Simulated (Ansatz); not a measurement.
**GeH$_{2}$···CH$_{4}$: density, localisation and related maps**

```xyz
8

Ge   -1.3150    0.4739    1.1953
C     0.6529   -0.6793   -0.5193
H    -0.0974    0.1075   -0.7029
H    -1.8091    1.3454   -0.0484
H    -0.1662    1.5332    1.5090
H     1.5416   -0.3716   -1.0712
H     0.2732   -1.6266   -0.8958
H     0.9202   -0.7824    0.5331
```

The product side of a reaction path; geometry: PBE0-D4/def2-TZVP.

Method: RKS PBE0-D4/def2-TZVPP in Ansatz.

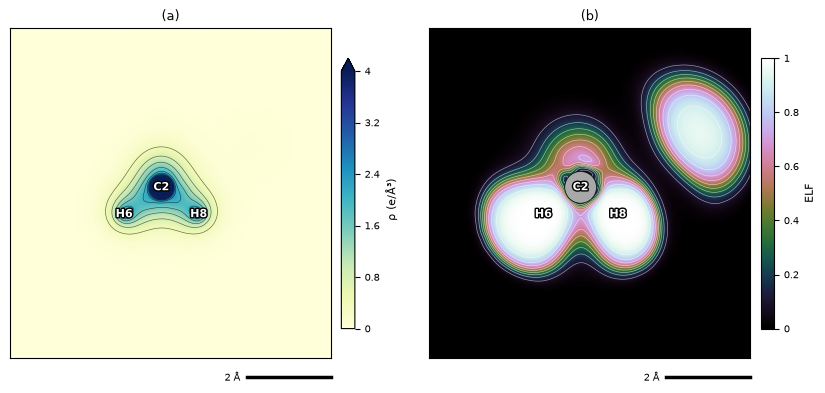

Figure 1. (a) total electron density; (b) electron localisation function on the plane of atoms H6, C2 and H8. Grey discs cover the atomic cores in the ELF map.

Read the bonding off the picture.

Atoms in the plane: C and H.
C–H (1.09 Å): the density is about 2 e/Å³ at the midpoint; the ELF climbs to about 1 towards the hydrogen, as it does in any bond to H: an ordinary covalent bond to hydrogen.

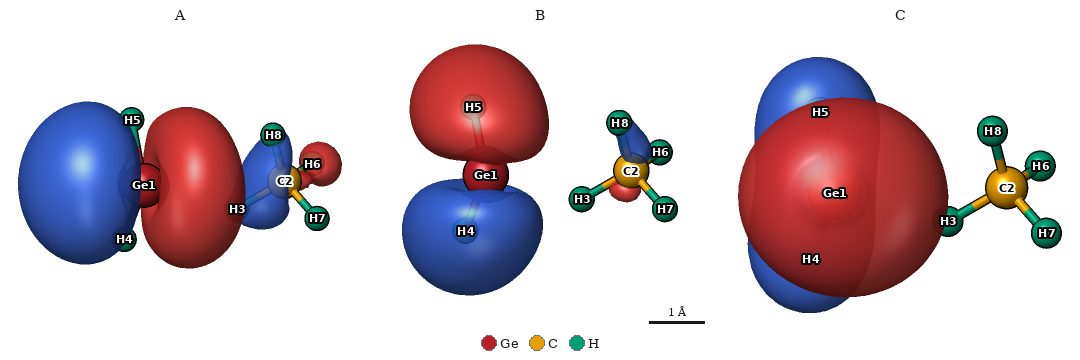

Figure 2. Three frontier orbitals at ±0.1 Å⁻³ᐟ² (red and blue are the two phases), in no order.

Which picture is the HOMO−1, the HOMO and the LUMO?

B is the HOMO−1 (−8.56 eV). It lies mainly on Ge1 (about 45 %), H5 (about 25 %) and H4 (about 25 %). C is the HOMO (−6.62 eV). Its weight (Hirshfeld) is mainly on Ge1 (about 75 %), H5 (about 10 %) and H4 (about 10 %). A is the LUMO (−2.16 eV). It lies mainly on Ge1 (about 80 %) and C2 (about 5 %).

What is the HOMO–LUMO gap?

4.46 eV between the orbital energies.

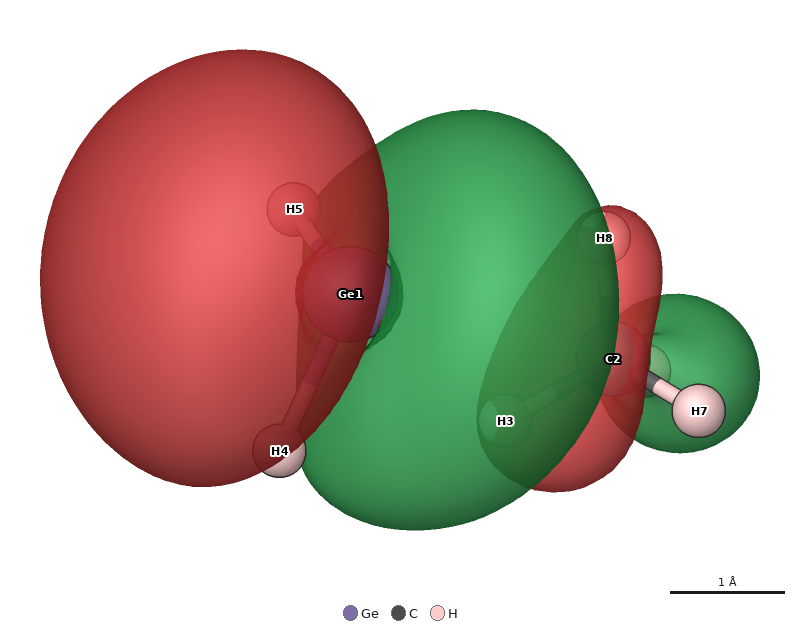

Figure 3. The LUMO at ±0.06 Å⁻³ᐟ² (green and red are the two phases), seen at a tilt.

What is the character of this orbital?

It lies mainly on Ge1 (about 80 %) and C2 (about 5 %). Its energy is −2.16 eV.
